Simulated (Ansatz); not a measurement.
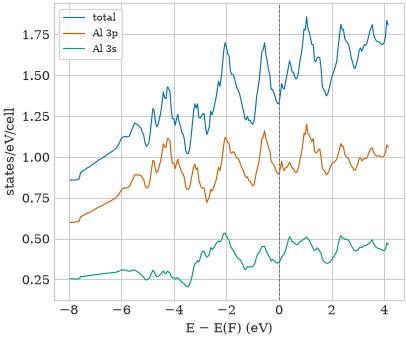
Figure. Total and projected density of states of Al (dhcp (α-La type), P6_3/mmc), r²SCAN in the plane-wave PAW code Ansatz

Problem. Which orbitals carry the states next to the Fermi level?

Solution. Within 0.5 eV of the Fermi level: Al 3p 66 %, Al 3s 28 %, outside the projected shells 6 %. Projections are on Löwdin-orthogonalised atomic valence shells; empty p or d shells of many metals are not among them.

Problem. Where is the tallest occupied peak in this window, and what makes it?

Solution. Near -2.0 eV, about 1.7 states/eV per cell; the largest projected share is Al 3p.

The workflow started from a Materials Project entry (that database holds measured and hypothetical structures alike); the Crystallography Open Database copy checked does not list it. It is not the phase usual at ambient conditions (space group No. 225). Symmetry was held in the r²SCAN relaxation; of distortions, only those at the zone centre were tested.

Potentials: the later of the program's two PAW sets.
